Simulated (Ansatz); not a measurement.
CH7GeN: single-point calculation

System: CH7GeN.
Method: RKS PBE0-D4/def2-TZVPP (Ansatz 0.2.0).

The geometry is a transition state. The reaction was set up to form N2–H4 and to break Ge1–N2 and C3–H4 (atoms counted from 1 in the order of the input); sticks are drawn by distance alone. The geometry comes from this level: PBE0-D4/def2-TZVP.

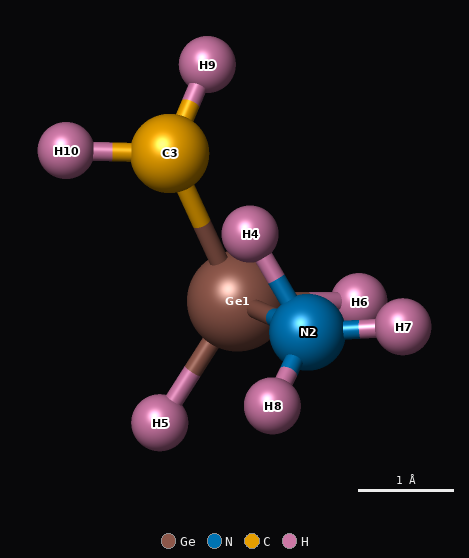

Figure 1. The structure as given in the input (ball-and-stick view, seen at an oblique angle; atoms are numbered from 1 in the order of the input). Sticks mark near contacts.

The input
```yaml
crystal:
  periodic: [false, false, false]
  atoms:
    - {symbol: Ge, position_ang: [-0.668966, 0.113493, 0.691925]}
    - {symbol: N, position_ang: [1.299697, -0.127062, 0.297446]}
    - {symbol: C, position_ang: [-0.838901, 0.025303, -1.181301]}
    - {symbol: H, position_ang: [0.755052, -0.129097, -0.773102]}
    - {symbol: H, position_ang: [-0.678093, 1.433538, 1.487916]}
    - {symbol: H, position_ang: [-0.956416, -1.075513, 1.629857]}
    - {symbol: H, position_ang: [1.750261, -0.994724, 0.571159]}
    - {symbol: H, position_ang: [1.931086, 0.647883, 0.475199]}
    - {symbol: H, position_ang: [-1.397257, -0.836632, -1.548696]}
    - {symbol: H, position_ang: [-1.196464, 0.942812, -1.650404]}
basis:
  gaussian: {orbitals: def2-TZVPP}
hamiltonian: {xc: pbe0, dispersion: d4}
output: {orbitals: {seedname: orbitals}}
```

Run on 4 threads of Arm Neoverse V2, 23 GiB of memory available, shared host.

Launched with:
```bash
ansatz run in.yaml --threads 4 --pin off --events-out ev --progress --plain --max-ram 9574MiB
```

Output
```
Functional definition: PBE0
  name "PBE0"
  cite "Adamo & Barone, J. Chem. Phys. 110, 6158 (1999) doi:10.1063/1.478522"
  cite "Perdew, Burke & Ernzerhof, Phys. Rev. Lett. 77, 3865 (1996) doi:10.1103/PhysRevLett.77.3865"
  parent pbe
  parameter a = 0.25
  parameter kappa = 0.804
  parameter beta = 0.06672455060314922
  exchange = (1 - a)*pbe_x(kappa = kappa, mu = beta*pi^2/3) + a*exact_x
  correlation = pbe_c(beta = beta)
1149 factors; their error is unknown
mean field evaluation 1: about -59136.8097 eV, gradient 7.3e1 eV
mean field evaluation 2: about -59111.9995 eV, gradient 1.1e2 eV
mean field evaluation 4: about -59147.7551 eV, gradient 7.7e0 eV
mean field evaluation 8: about -59148.1493 eV, gradient 3.3e-1 eV
mean field evaluation 16: about -59148.1494 eV, gradient 2.5e-5 eV
mean field -59148.14941091 eV, -2173.6543987953 hartree, gradient 2.5e-5 eV, S^2 0.000000; 0 other end points of the search recorded, 0 dependent functions left out
reference -59148.14944056 eV, -2173.6543998848 hartree; 26, 26 occupied and 182, 182 virtual orbitals, 1149 factors
Total energy: -59148.28733800 eV, -2173.6594675225 hartree
```

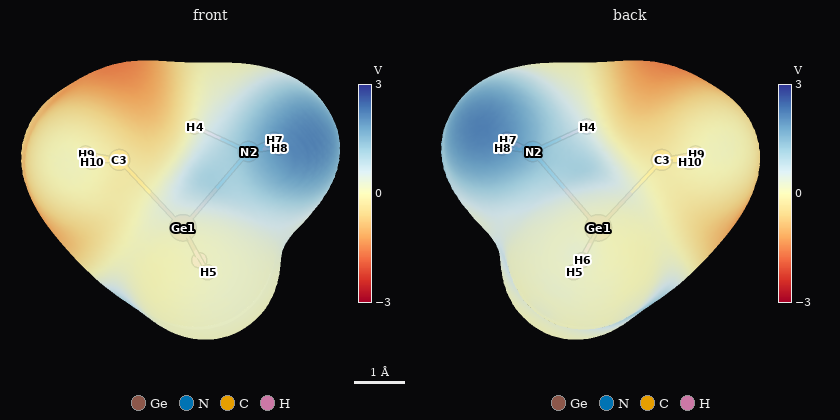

Figure 2. The electrostatic potential painted on the density surface at 0.002 e/bohr³, seen face on and from behind; the colour scale runs from red (negative) to blue (positive).

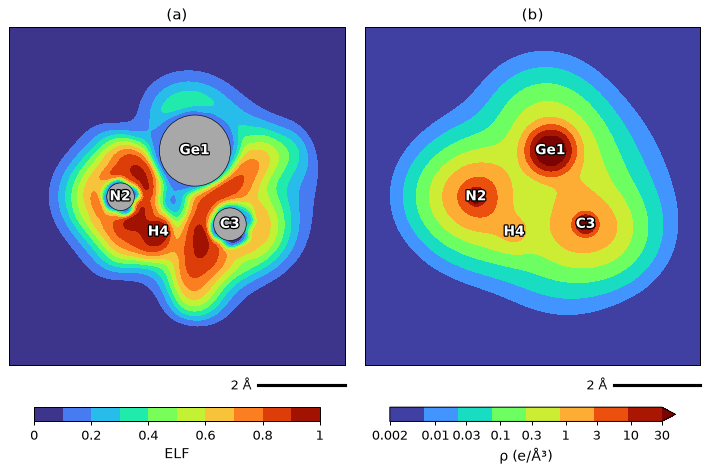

Figure 3. (a) electron localisation function; (b) total electron density on the plane of atoms N2, Ge1 and C3. Grey discs, where drawn, cover atomic cores. C–Ge (1.88 Å): ρ is about 0.96 e/Å³ halfway; the ELF peaks at about 0.85 between the atoms, which marks localised, shared-pair bonding. Ge–N (2.02 Å): ρ at the midpoint is about 0.65 e/Å³; the ELF peaks at about 0.90 in the valence shell of N, 0.6 Å from its nucleus, and is about 0.45 at the midpoint.

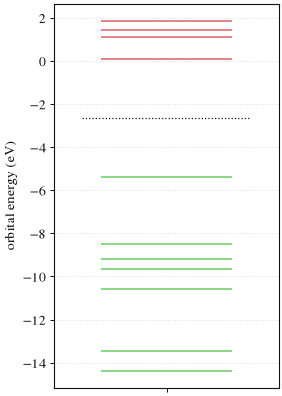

Figure 4. Orbital energies near the frontier; the dotted line parts filled from empty levels, and levels within 0.02 eV of each other stand side by side. Highest filled −5.39 eV, lowest empty 0.09 eV, 5.48 eV apart.

Key numbers

- outcome: converged
- total energy: −59148.2873 eV
- mean-field energy: −59148.1494 eV
- dispersion energy: −0.1379 eV
- SCF solution under orbital rotations: stable
- HOMO: −5.39 eV
- LUMO: 0.09 eV
- wall time: 1.7 s (CPU time 6.2 s)
- peak memory: 0.43 GiB
